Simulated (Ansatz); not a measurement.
# Profile along the Rh–Rh line in TiRh (space group P4/mmm)

TiRh (space group P4/mmm)

```yaml
crystal:
  lattice:
    - [2.89432, 0.00000, 0.00000]
    - [0.00000, 2.89432, 0.00000]
    - [0.00000, 0.00000, 3.35624]
  atoms:
    - { symbol: Ti, position: [0.50000, 0.50000, 0.50000] }
    - { symbol: Rh, position: [0.00000, 0.00000, 0.00000] }
```

Fields along a shortest Rh–Rh line of a (010) plane (2.89 Å), from Rh to Rh, interpolated on the slice's grid (step about 0.1 Å). The numbers are results of LDA (plane waves to 420 eV, PAW, scalar-relativistic; Ansatz, a quantum-chemistry and plane-wave program), not measurements. k mesh 16×16×14. These are valence fields of a PAW run, semicore shells included where kept as valence: close to a nucleus they are smooth pseudo fields. TiRh is run without spin polarisation. TiRh was relaxed with its symmetry unable to fall.

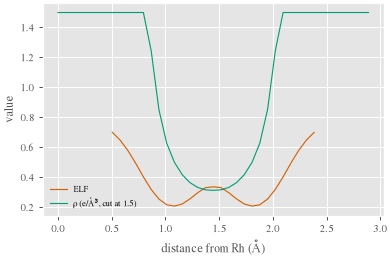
Figure. ELF (away from the nuclei) and valence density from Rh to Rh.

Density on the Rh–Rh line (2.89 Å) at its midpoint: 0.31 e/Å³. ELF at that point: 0.3.
